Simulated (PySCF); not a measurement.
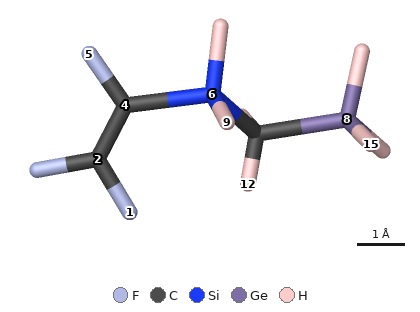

Figure 1. The structure as given in the input (stick view, seen at a tilt; atoms are numbered from 1 in the order of the input). Sticks mark near contacts.

## Run report: C3H7F3GeSi, excited-state calculation

System: C3H7F3GeSi, SMILES FC(F)=C(F)[SiH2][CH2][GeH3].
Method: TDDFT CAM-B3LYP/def2-SVPD, vertical, gas phase, core orbitals frozen in the response (PySCF 2.14.0).

The geometry comes from this level: GFN2-xTB. It belongs to a series of runs on one base structure; here: H on Si replaced by CF=CF2.

### The program's output
```
coarse grid: 62576 points
cycle   1  E = -2783.7284839726  dE =  3.540e-01  |g| = 8.520e-01  |ddm| = 4.715e+00
cycle   2  E = -2783.6824947483  dE =  4.599e-02  |g| = 1.048e+00  |ddm| = 1.635e+00
cycle   3  E = -2783.8557304611  dE = -1.732e-01  |g| = 9.394e-02  |ddm| = 9.036e-01
cycle   4  E = -2783.8569409765  dE = -1.211e-03  |g| = 4.271e-02  |ddm| = 1.224e-01
cycle   5  E = -2783.8572020889  dE = -2.611e-04  |g| = 9.064e-03  |ddm| = 4.732e-02
cycle   6  E = -2783.8572177904  dE = -1.570e-05  |g| = 3.059e-03  |ddm| = 1.608e-02
cycle   7  E = -2783.8572193881  dE = -1.598e-06  |g| = 8.242e-04  |ddm| = 4.338e-03
final grid: 131008 points
cycle   8  E = -2783.8570652270  dE = -8.438e-08  |g| = 9.408e-04  |ddm| = 5.266e-03
cycle   9  E = -2783.8570651582  dE =  6.884e-08  |g| = 1.185e-03  |ddm| = 1.659e-03
cycle  10  E = -2783.8570653646  dE = -2.065e-07  |g| = 6.204e-05  |ddm| = 7.625e-04
cycle  11  E = -2783.8570653655  dE = -8.067e-10  |g| = 2.244e-05  |ddm| = 1.055e-04
```

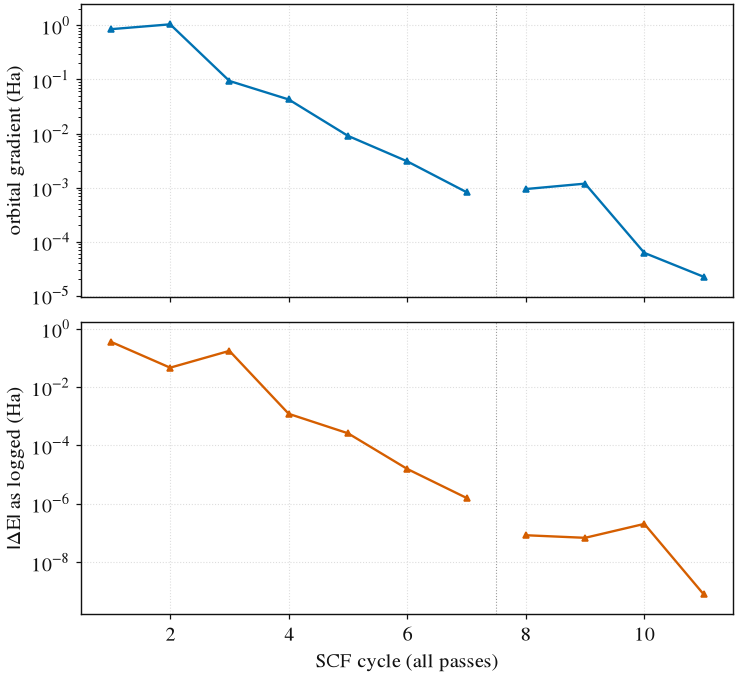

Figure 2. Convergence of the self-consistent field: orbital gradient and size of the energy change against the SCF cycle. The dotted line marks the change from a coarse to the final integration grid. The first 7 cycles use a coarse grid, the final grid takes over at cycle 8, and the field converges after 11 cycles in all.

```
converged SCF energy = -2783.8570653655

Static polarisability (au): isotropic 94.997, principal 76.902 90.825 117.264

Singlet excitations
state   eV       nm        f      main configurations
  1   6.3107    196.5   0.00511   H->L+2 0.33, H->L+1 0.19, H->L+3 0.14
  2   6.8240    181.7   0.19397   H->L 0.73, H->L+1 0.17
  3   7.1698    172.9   0.13645   H->L+3 0.50, H->L+2 0.29, H->L+6 0.09
  4   7.5892    163.4   0.02012   H->L+4 0.46, H->L+1 0.21
  5   7.7480    160.0   0.01839   H-1->L 0.72
  6   7.9925    155.1   0.05198   H->L+2 0.18, H->L+4 0.17, H->L+5 0.14
  7   8.1657    151.8   0.01445   H->L+5 0.44, H->L+4 0.11, H->L+3 0.10
  8   8.2837    149.7   0.00223   H-1->L+1 0.33, H-1->L+2 0.18, H-1->L+3 0.14

Triplet excitations (Tamm-Dancoff, eV): 4.2997 5.8989 6.7674
```

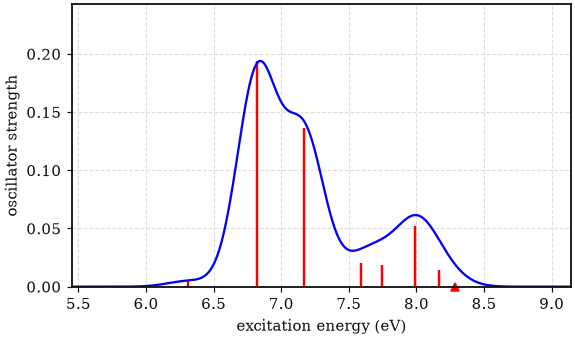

Figure 3. Computed excitations as sticks (degenerate states added up, dark ones marked on the axis), with a Gaussian envelope of 0.35 eV full width at half maximum, scaled to the tallest. Of the 8 states the lowest lies at 6.31 eV (f = 0.005); the strongest line is at 6.82 eV, or 182 nm (f = 0.194).

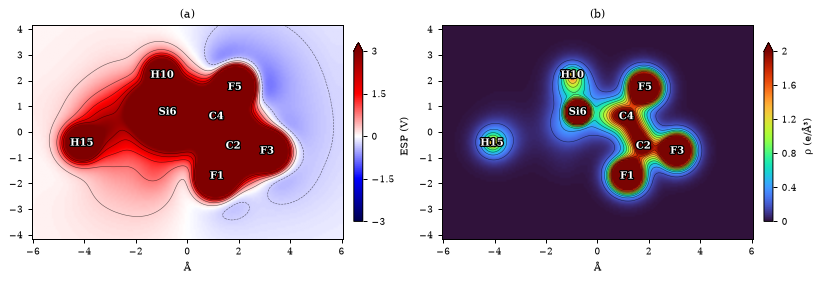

Figure 4. (a) molecular electrostatic potential; (b) total electron density on the plane of atoms C2, C4 and F5. The section cuts through F, C, Si and H sites. C–C (1.32 Å): ρ is about 2.4 e/Å³ halfway. C–F (1.33 Å): ρ at the midpoint is about 2.4 e/Å³. C–Si (1.91 Å): ρ is about 0.92 e/Å³ halfway.

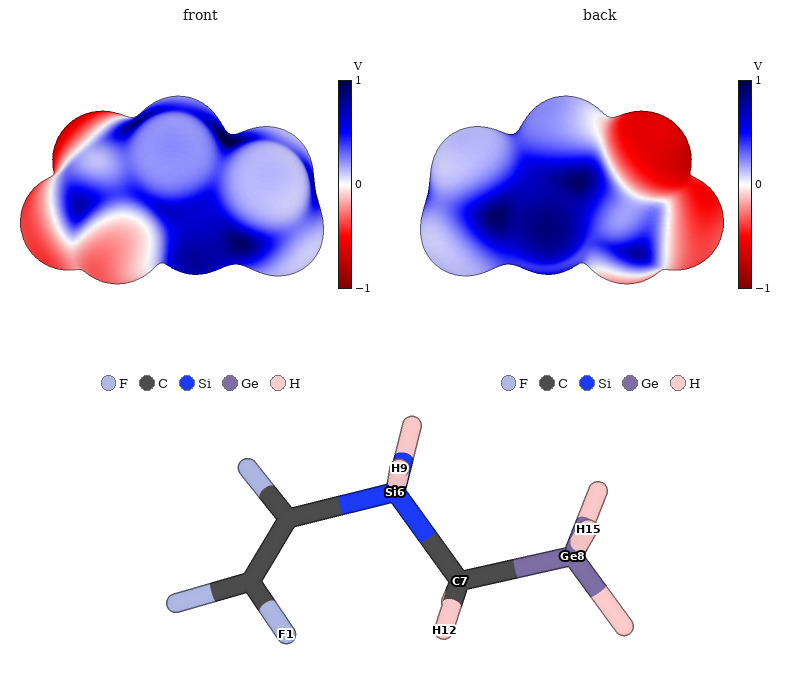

Figure 5. The molecular electrostatic potential painted on the density surface at 0.001 e/bohr³, seen at a tilt and from behind; red is negative and blue positive. The bare structure is drawn below in the same view. Its dipole moment is 1.80 D.

The run was set up as follows.

### The input
```
{"job": {"kind": "uv", "xc": "CAM-B3LYP", "basis": "def2-SVPD", "nstates": 8, "ntriplets": 3}, "charge": 0, "multiplicity": 1}
F     -2.045352    -0.881168     1.423171
C     -2.692054    -0.611877     0.289724
F     -3.908853    -1.140745     0.324010
C     -2.128171     0.085732    -0.680523
F     -2.852768     0.318680    -1.794989
Si    -0.371158     0.822004    -0.633940
C      0.843815    -0.537518    -0.127621
Ge     2.697954     0.118947    -0.175154
H     -0.385892     1.921887     0.335593
H     -0.152644     1.294290    -2.001517
H      0.755014    -1.396912    -0.792307
H      0.619821    -0.889613     0.878682
H      3.667949    -0.948007     0.227720
H      3.069797     0.574053    -1.548087
H      2.878126     1.278237     0.747670
```

The first line tells a small driver script what to run in PySCF; the rest is the geometry in Å.

Launch command:
```bash
OMP_NUM_THREADS=1 python <driver script> task.json out
```

### Key numbers

| quantity | value |
| --- | --- |
| outcome | converged |
| total energy | −2783.857065 hartree |
| HOMO | −9.00 eV |
| LUMO | 0.56 eV |
| dipole moment | 1.80 D |
| mean polarisability | 95.00 a.u. |
| lowest singlet excitation | 6.31 eV |
| hardware | 1 CPU thread, shared host |
| wall time | 1.9 min |
| peak memory | 1.2 GiB |

Spin–orbit coupling is left out, which matters for the heavy atoms.
